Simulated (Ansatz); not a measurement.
# HfH2: one crystal by all-electron and frozen-core methods, part 2 of 2

Does the method matter for HfH2? The same cell, functional and mesh are run with all-electron LAPW, PAW on the default files and all-electron PAW on datasets made for the crystal.

Ansatz 0.2.0; DFT LDA; a database cell (COD). «Crystal datasets» are all-electron PAW datasets made for this crystal.

### 3 PAW on the default files

Input file input.yaml:

```yaml
crystal:
  lattice:
    - [-1.739, 1.739, 2.1805]
    - [1.739, -1.739, 2.1805]
    - [1.739, 1.739, -2.1805]
  atoms:
    - { symbol: Hf, position: [0.0, 0.0, 0.0] }
    - { symbol: H, position: [0.75, 0.25, 0.5] }
    - { symbol: H, position: [0.25, 0.75, 0.5] }
kpoints:
  mp_grid: { grid: [12, 12, 12] }
  band_path:
    path:
      - [0.0, 0.0, 0.0]
      - [0.0, 0.0, 0.5]
      - [0.25, 0.25, 0.25]
      - [0.0, 0.5, 0.0]
      - [0.0, 0.0, 0.0]
      - [0.5, 0.5, -0.5]
      - [0.4090109348, 0.5909890652, -0.4090109348]
      - [-0.4090109348, 0.4090109348, 0.4090109348]
      - [0.0, 0.0, 0.0]
    npoints: 14
scf:
  occupations: { method: fermi_dirac, width: 0.03 }
hamiltonian:
  xc: lda
  pseudopotentials: { kind: paw }
output:
  forces: true
  stress: true
  eigenvalues: true
  efg: { contact_densities: true }
  populations: true
  bader: true
  dos: { projected: true, de: 0.2, e_range: [-14, 8] }
  write_density: true
  write_potential: true
  elf: true
  volumetric_format: npy
```

The run is started by

```
> ansatz run input.yaml --threads 1 --pin off --max-ram 4096MiB --backend cpu --events-out ev --progress --plain --runs-dir out
```

Log:

```text
Hf: output.efg is read without spin–orbit coupling, which moves field gradients at and beside such atoms by some per cent and up to a factor of two; PAW files take it under magnetization.noncollinear and magnetization.spin_orbit
Engine: ansatz 0.2.0
Pseudopotentials: kind: paw
Pseudopotential: Hf, paw, valence charge 26, recommended cutoff 420 eV (normal)
Pseudopotential: H, paw, valence charge 1, recommended cutoff 420 eV (normal)
Functional definition: SPW92
  exchange = slater_x
  correlation = pw_c
Crystal: 3 atoms, lattice volume = 26.376 Å³
Basis set: ecut = 420 eV, 519 PW (Γ)
Bands: 18, of which v1, the nominal top of the filled ones, is band 14 counted from 1 (13 counted from 0)
Symmetry: 16 space group operations
Space group: I4/mmm (ITA 139), of the structure as read, at distance tolerance 3.0e-5 Å
k-points: 163 of 1728
Non-local potential: Hf, projectors of the file, l = 0: 3, l = 1: 2, l = 2: 2, l = 3: 3
Non-local potential: H, projectors of the file, l = 0: 2, l = 1: 1
PAW form: soft (Blöchl's): semilocal exchange-correlation on the pseudo side does not see the compensation charge
PAW frozen core: Hf, regenerated for the run's functional, and the local potential with it (the file was generated under x = pbe(κ = 0.804, μ = 0.2195149727645171), c = pbe(β = 0.06672455060314922))
PAW one-centre angular grid: Hf, 590 points (default); XC on 64 Gauss nodes
PAW one-centre angular grid: H, 110 points (default); XC on 64 Gauss nodes
Initial density: superposition of atomic densities (neutral atoms: chi_scale 0, normalization atom), corrected by the library's trained network
Initial wavefunctions: pseudopotential atomic-orbital guess
Functional: x = slater, c = lda
SCF iter   1: F=—  HF=-15509.844700 eV  |F-HF|=—  |Δ(HF+E_count)|=         —  Δρ=1.12e-2  dr2=2.33e-2  ethr=1.77e-3  ⟨swp⟩=5.1  Hψ=12323  notcnv=0
preconditioner: auto → Kerker (q_TF=auto, 2.756 Å⁻¹)  [metal: Δε(μ)=0.023 eV  Ē_g=18.587 eV  σ=0.030 eV  W_gap=0.18  n_scr=12 (ndim 8)  ℏωp=36.9 eV  f_vac=0.000  D(μ)=0.64/eV (n_scr^D=0)]
SCF iter   2: F=—  HF=-15509.838379 eV  |F-HF|=—  |Δ(HF+E_count)|=   6.32e-3  Δρ=6.34e-3  dr2=7.78e-3  ethr=8.32e-5  ⟨swp⟩=2.0  Hψ=4815  notcnv=0
SCF iter   3: F=—  HF=-15509.836193 eV  |F-HF|=—  |Δ(HF+E_count)|=   2.19e-3  Δρ=1.21e-3  dr2=4.14e-4  ethr=2.78e-5  ⟨swp⟩=2.0  Hψ=5174  notcnv=0
SCF iter   4: F=—  HF=-15509.835444 eV  |F-HF|=—  |Δ(HF+E_count)|=   7.49e-4  Δρ=5.98e-4  dr2=4.04e-5  ethr=1.48e-6  ⟨swp⟩=2.0  Hψ=5229  notcnv=0
SCF iter   5: F=—  HF=-15509.835451 eV  |F-HF|=—  |Δ(HF+E_count)|=   7.25e-6  Δρ=7.46e-5  dr2=1.16e-6  ethr=1.44e-7  ⟨swp⟩=2.0  Hψ=5217  notcnv=0
SCF iter   6: F=—  HF=-15509.835450 eV  |F-HF|=—  |Δ(HF+E_count)|=   5.65e-7  Δρ=2.14e-5  dr2=1.18e-7  ethr=3.57e-10  ⟨swp⟩=10.4  Hψ=26516  notcnv=0
SCF iter   7: F=-15509.835450 eV  HF=-15509.835450 eV  |F-HF|=2.27e-8  |Δ(HF+E_count)|=   9.60e-9  Δρ=8.09e-6  dr2=2.28e-8  ethr=3.57e-10  ⟨swp⟩=7.4  Hψ=17536  notcnv=0
SCF 1 converged in 7 iterations: F = -15509.835450 eV  dr2 = 2.28e-8
NSCF: frozen V_eff on 113 k-points
SCF converged after 7 iterations
Free energy (F): -15509.835450 eV
Harris-Foulkes:  -15509.835450 eV  (|F-HF|=2.27e-8)
Internal energy: -15509.833547 eV  (E = F + TS)
E sigma→0 (E₀):  -15509.834499 eV
Entropy (-TS):   -0.001903 eV (-0.634 meV/atom)
Fermi energy:    17.933137 eV
--- Per-component energies (eV) ---
  E_band       = -12.797632
  E_kinetic    = 452.226486
  E_local      = -5368.450396  (includes V_loc(G=0)·N_el)
  E_nonlocal   = -1230.520267
  E_hartree    = 2504.238870
  E_xc         = -315.917797
  E_vxc        = -290.740133  (∫ρ·V_xc dr)
  E_paw        = -6685.583817  (= ΣΔE_a)
  E_vpaw       = 1416.217416  (= ΣTr[D̂ρ^β])
  E_aug_tail   = -0.002365  (compensation charges beyond the density's cutoff)
  E_ewald      = -4868.281503
  E_core_change = 2.457243  (= ΣΔE_core)
  E_smearing   = -0.001903  (= −TS)
  E_closure    = 0.000000  (closes the sum)
  Σ components = -15509.835450   (vs F -15509.835450, Δ=0.00e0)
--- Forces (eV/Å), atoms counted from 1 ---
  atom   1  Hf     0.00000000     0.00000000     0.00000000
  atom   2  H     -0.00000000    -0.00000000     0.00000000
  atom   3  H      0.00000000     0.00000000     0.00000000
  max |Σ_I F_I| component: 3.25e-19 eV/Å
--- Stress (GPa, compression-positive) ---
       -8.030442       0.000000       0.000000
        0.000000      -8.030442       0.000000
       -0.000000      -0.000000      -9.097262
  P = ⅓ Tr σ = -8.3860 GPa (-83.860 kbar)
--- PAW observables at the nuclei: V_zz in 10²¹ V/m², potentials from the cell's mean, atoms counted from 1 ---
  atom   1  Hf V_zz =    -3.297850   η = 0.0000   by run symmetry: allowed
            electrostatic potential = -14181.437581 V   contact ρ = 7500112.312297 e/Å³
  atom   2  H  V_zz =    -0.007436   η = 0.0000   by run symmetry: allowed
            electrostatic potential = -50.735038 V   contact ρ = 2.813408 e/Å³
  atom   3  H  V_zz =    -0.007436   η = 0.0000   by run symmetry: allowed
            electrostatic potential = -50.735038 V   contact ρ = 2.813408 e/Å³
--- Band table (eV; the first three rows and the last of 163) ---
  k-point 0: bands = ["-44.4827", "-12.9684", "-12.9684", "-12.9137", "5.4067", "5.5128", "5.5128", "5.5201", "5.5429", "5.5429", "5.5725", "6.7643", "16.9417", "17.4454", "17.4454", "18.2148", "19.7558", "21.0760"]
  k-point 1: bands = ["-44.4801", "-13.0090", "-12.9753", "-12.9281", "5.4128", "5.5116", "5.5146", "5.5210", "5.5400", "5.5407", "5.5695", "7.0060", "15.4592", "17.6480", "18.3291", "19.1822", "19.4941", "20.9416"]
  k-point 2: bands = ["-44.4727", "-13.1177", "-12.9944", "-12.9673", "5.4300", "5.5101", "5.5193", "5.5232", "5.5327", "5.5348", "5.5616", "7.7023", "14.0309", "18.2477", "18.5083", "18.6780", "21.0251", "21.3584"]
  k-point 162: bands = ["-44.4285", "-13.4532", "-13.2302", "-13.2302", "5.4993", "5.5065", "5.5065", "5.5071", "5.5267", "5.5514", "5.5514", "10.3290", "13.7647", "14.1687", "22.4498", "22.5609", "22.5609", "23.5804"]
--- Löwdin populations: 3 sites ---
  site symbol       q [e]
     0     Hf     25.7396
     1      H      1.1049
     2      H      1.1049
  spilling = 0.001808 (of n_electrons = 28.000000)
--- Bader charges: 3 sites ---
  site symbol  charge [e]  shift [e]
     0     Hf      1.4083     0.0006
     1      H     -0.7042     0.0003
     2      H     -0.7042     0.0003
  estimated error of the sums over rays = 2.1e-4 e
```

Run time: 22 s. Hardware: 1 thread of Arm Neoverse V2, shared host; peak memory 0.41 GiB.

This run gives: pressure -8.39 GPa; no gap; Vzz Hf1 -3.30 (η = 0.00), H2 -0.01 (η = 0.00) (10²¹ V/m²).

| atom | Bader charge (e) | basin volume (Å³) |
| --- | --- | --- |
| Hf1 | +1.41 | 14.65 |
| H2 | -0.70 | 5.86 |

The fields are shown in the conventional cell of this run's space group, carried over from its grid by interpolation.

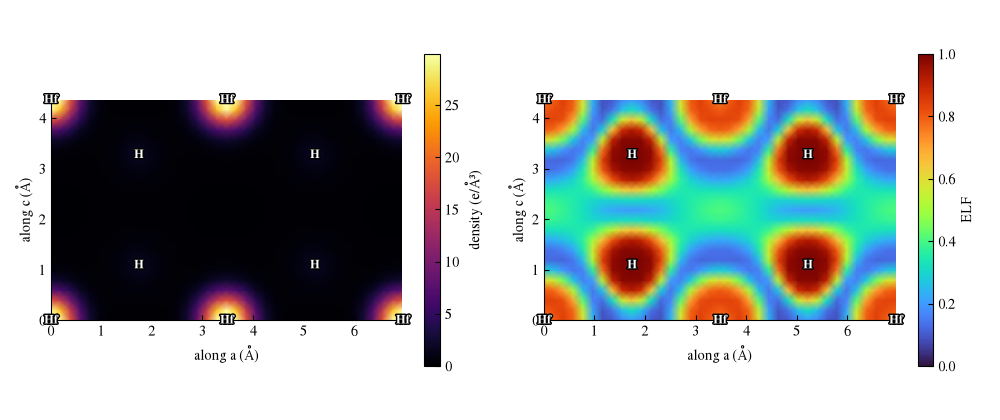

Density (left) and ELF (right) in a lattice plane of the grid's cell (edges 3.48 and 4.36 Å, at 0.000 of the third edge), which holds Hf and H. Only atoms in the plane are labelled; the density scale stops at 29.88 e/Å³. Both are smooth fields of the valence electrons: close to the nuclei they are not physical.

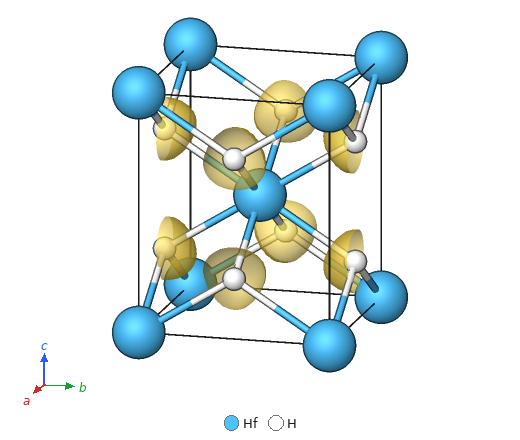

Surface of ELF = 0.85, drawn in one cell.

The highest ELF values outside the cores: 1.00 at H.

### 4 All-electron PAW on datasets made for the crystal

input.yaml: that of step 3 with these lines changed.

```diff
@@ -22,3 +22,3 @@
       - [0.0, 0.0, 0.0]
-    npoints: 14
+    npoints: 8
 scf:
@@ -27,3 +27,3 @@
   xc: lda
-  pseudopotentials: { kind: paw }
+  pseudopotentials: { kind: all_electron, datasets: crystal }
 output:
@@ -33,8 +33 @@
   efg: { contact_densities: true }
-  populations: true
-  bader: true
-  dos: { projected: true, de: 0.2, e_range: [-14, 8] }
-  write_density: true
-  write_potential: true
-  elf: true
-  volumetric_format: npy
```

The run is started by

```
> ansatz run input.yaml --threads 1 --pin off --max-ram 4096MiB --backend cpu --events-out ev --progress --plain --runs-dir out
```

Log (excerpt; [...] marks lines left out):

```text
[...]
band count auto-derived: 20 (N_el = 28.0; filled up to band 14; 18 by the electrons, moments and atoms)
Hf: output.efg is read without spin–orbit coupling, which moves field gradients at and beside such atoms by some per cent and up to a factor of two; PAW files take it under magnetization.noncollinear and magnetization.spin_orbit
[...]
Pseudopotentials: kind: all_electron
Pseudopotential: Hf, paw, valence charge 26, recommended cutoff 420 eV (normal), Koelling and Harmon's equation, gaussian nucleus
Pseudopotential: H, paw, valence charge 1, recommended cutoff 420 eV (normal), Koelling and Harmon's equation, gaussian nucleus
Functional definition: SPW92
[...]
Crystal: 3 atoms, lattice volume = 26.376 Å³
Basis set: ecut = 420 eV, 519 PW (Γ)
Bands: 20, of which v1, the nominal top of the filled ones, is band 14 counted from 1 (13 counted from 0)
Symmetry: 16 space group operations
[...]
--- Stress (GPa, compression-positive) ---
       -8.003918       0.000000       0.000000
        0.000000      -8.003918       0.000000
        0.000000       0.000000      -9.075315
  P = ⅓ Tr σ = -8.3611 GPa (-83.611 kbar)
--- PAW observables at the nuclei: V_zz in 10²¹ V/m², potentials from the cell's mean, atoms counted from 1 ---
  atom   1  Hf V_zz =    -3.517543   η = 0.0000   by run symmetry: allowed
            electrostatic potential = -14175.525718 V   contact ρ = 7496460.318235 e/Å³
  atom   2  H  V_zz =    -0.005379   η = 0.0000   by run symmetry: allowed
            electrostatic potential = -50.746991 V   contact ρ = 2.818767 e/Å³
  atom   3  H  V_zz =    -0.005379   η = 0.0000   by run symmetry: allowed
            electrostatic potential = -50.746991 V   contact ρ = 2.818767 e/Å³
--- Band table (eV; the first three rows and the last of 163) ---
  k-point 0: bands = ["-44.2144", "-12.7007", "-12.7007", "-12.6463", "5.6764", "5.7817", "5.7817", "5.7897", "5.8128", "5.8128", "5.8415", "7.0295", "17.2114", "17.7096", "17.7096", "18.4792", "20.0204", "21.3402"]
[...]
```

Run time: 31 s. Hardware: 1 thread of Arm Neoverse V2, shared host; peak memory 0.77 GiB.

In short: pressure -8.36 GPa; no gap; Vzz Hf1 -3.52 (η = 0.00), H2 -0.01 (η = 0.00) (10²¹ V/m²).

| atom | contact density (e/Å³) |
| --- | --- |
| Hf1 | 7496460 |
| H2 | 2.818767 |

### 5 The methods compared

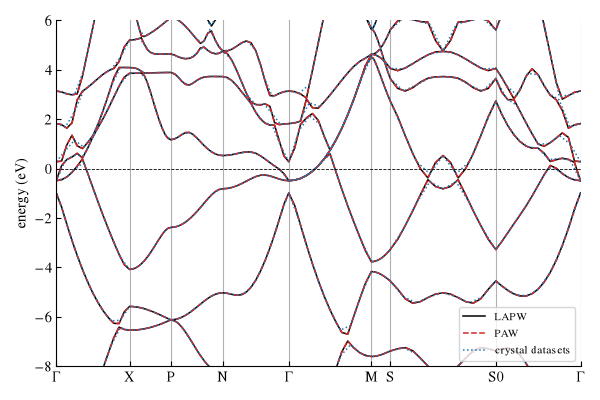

Bands of 3 runs (LAPW; PAW; crystal datasets) drawn together, counted from each run's Fermi level.

```
          method  pressure (GPa)  Vzz Hf1 (10²¹ V/m²)  Vzz H2 (10²¹ V/m²)  SCF cycles, by the record's count
            LAPW           -8.36                    –                   –                                  9
             PAW           -8.39                -3.30               -0.01                                  7
crystal datasets           -8.36                -3.52               -0.01                                 10
```

### 6 Results

This closing draws on all 2 parts.

| quantity | value |
| --- | --- |
| pressure | LAPW -8.36, PAW -8.39, crystal datasets -8.36 GPa |
| gap (LAPW) | none |
| Bader charges (PAW) | Hf1 +1.41, H2 -0.70 e |
| highest ELF (PAW) | 1.00, 0.00 Å from H |

In words: The pressure of -8.4 GPa pushes the cell to shrink, with the atoms held in place. Bands cross the Fermi level: the crystal is a metal at this level. Within 0.3 eV of the Fermi level the largest projected share is Hf 5d (98 %). The projection holds only the free atom's occupied shells (Hf 6s, Hf 5d, H 1s in this range). The field gradient at Hf1, the largest by crystal datasets, is -3.30 by PAW and -3.52 by crystal datasets (10²¹ V/m²); frozen cores can miss part of the core's response. Spin–orbit coupling is left out, which moves gradients at and beside heavy atoms by some per cent and at worst by a factor of two. PAW lies -0.03 GPa from LAPW in pressure. The price, with the outputs that each input asks for: 46 s for LAPW against 22 s for PAW, about 2.1 to one. Spin-orbit coupling is left out, though the cell holds Hf; in elements this heavy it can shift bands and gaps by tenths of an eV.
